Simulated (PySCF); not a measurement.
System: C8H10BP.

| atom | x (Å) | y (Å) | z (Å) |
| --- | --- | --- | --- |
| B | 2.5884 | -0.9025 | 0.3414 |
| P | 1.3763 | 0.1888 | -0.6566 |
| C | 0.4074 | -0.1960 | -2.1034 |
| C | -0.3549 | -0.0985 | -1.0247 |
| C | -1.6870 | -0.2170 | -0.4765 |
| C | -1.8956 | -0.0383 | 0.8985 |
| C | -3.1744 | -0.1542 | 1.4343 |
| C | -4.2541 | -0.4469 | 0.6018 |
| C | -4.0544 | -0.6265 | -0.7690 |
| C | -2.7790 | -0.5141 | -1.3085 |
| H | 2.1822 | -2.0437 | 0.2018 |
| H | 2.4820 | -0.4494 | 1.4737 |
| H | 3.6754 | -0.6690 | -0.1678 |
| H | 1.5815 | 1.5985 | -0.6313 |
| H | 0.4023 | -0.4344 | -3.1666 |
| H | -1.0402 | 0.1842 | 1.5409 |
| H | -3.3302 | -0.0174 | 2.5066 |
| H | -5.2584 | -0.5377 | 1.0224 |
| H | -4.9014 | -0.8573 | -1.4189 |
| H | -2.6164 | -0.6551 | -2.3795 |

Geometry: PBE0-D3(BJ)/def2-SVP.

Level of theory: PySCF, PBE0/pcSseg-1, SCF density, gas phase, non-relativistic.

### What will maps of the electron density and electron localisation function show?

C–C (1.32 Å): the density is about 2.3 e/Å³ at the midpoint; the ELF peaks at about 0.85 between the atoms: a multiple bond.
C–P (1.78 Å): ρ at the midpoint is about 1.1 e/Å³; the ELF peaks at about 0.80 between the atoms: localised, covalent bonding.
C–H (1.09 Å): ρ at the midpoint is about 2 e/Å³; the ELF climbs to about 1 towards the hydrogen, as it does in any bond to H (an ordinary covalent bond to hydrogen).
C–C (1.39 Å): ρ at the midpoint is about 2.1 e/Å³; the ELF peaks at about 0.95 between the atoms; a covalent bond.

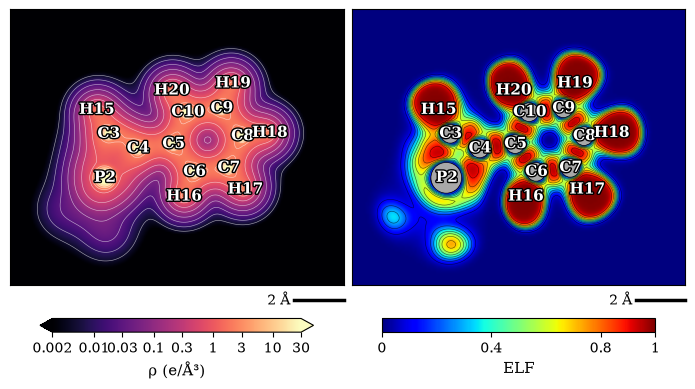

Computed electron density and electron localisation function on the plane of atoms C9, C10 and H20, in this order. Grey discs cover the atomic cores in the ELF map. 
